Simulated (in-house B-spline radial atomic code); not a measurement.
# Tc³³⁺: RPA and G0W0 on different mean-field starts

G0W0 and RPA are one-shot methods. How much does the choice of start matter for Tc³³⁺?

Program: an in-house B-spline radial atomic code, version 1. Level of theory: RPA, second order, AC-SOSEX and G0W0 (contour deformation) on a scalar-relativistic mean field, all electrons; no spin-orbit coupling, Breit or QED terms, no two-electron picture change. These are calculated values, not measurements, unless marked.

## (1) Starting point

```
element       : technetium (Z = 43)
charge        : +33
electrons     : 10
configuration : [He] 2s2 2p6
Hamiltonian   : scalar-relativistic (spin-free one-electron X2C), finite nucleus
starts        : Hartree-Fock, PBE, LC-ωPBE, r2SCAN0
```

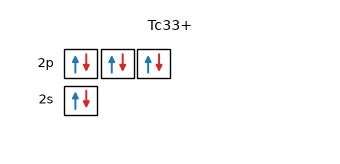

Occupation of the outer shells (arrows by Hund's rule).

## (2) Run with the Hartree-Fock start

The run's settings:

```ini
Z = 43
electrons = 10.0
configuration = [He] 2s2 2p6
hamiltonian = x2c
method = hf
lmax = 9
rms_radius = 4.411169945885085
spin_polarised = False
box_radius = 2.84
intervals = 62
```

Command:

```sh
$ python run_gw.py task.json out
```

task.json lists these runs, among others, and the program works through them in turn.

After this run come: Run with the PBE start; Run with the LC-ωPBE start; Run with the r2SCAN0 start.

Before running it: what results should come out? Wanted: highest level, mean field; highest level, G0W0; RPA correlation energy; RPA+SOSEX.

**Answer**, as computed:

| quantity | value |
| --- | --- |
| highest level, mean field (range over the runs) | -4545.41 to -4455.26 eV |
| highest level, G0W0 (range over the runs) | -4543.83 to -4543.62 eV |
| RPA correlation energy | -0.6771 to -0.6596 hartree |
| RPA+SOSEX | -0.4367 to -0.4250 hartree |
| semi-empirical ionisation energy (2p shell) | 4505.0 ± 2 eV (NIST Atomic Spectra Database, ionization energies) |
| G0W0 removal energy less that value | +38.6 to +38.8 eV |

The starts spread the highest level over 90.1 eV; after G0W0 0.20 eV remain, 0.23 % of that. Without exact exchange the level is bound too weakly, and G0W0 lowers it by 88 eV. RPA gives the most correlation on PBE and the least on Hartree-Fock (2.6 % apart); over the runs it loosely follows the gap of the start, as smaller excitation energies give more correlation. All runs miss the semi-empirical ionisation energy, 4505.0 ± 2 eV, by about +38.8 eV (+0.86 %), far more than they differ among themselves. Without spin-orbit coupling the level is the average over j, while the tabulated threshold takes the electron from j = 3/2, which is bound less; that pushes the computed values up by a part of the shell's splitting. Read as a removal energy, the bare PBE level is off by -49.7 eV (-1.1 %) and the nearest bare level, r2SCAN0's, by -18.8 eV.
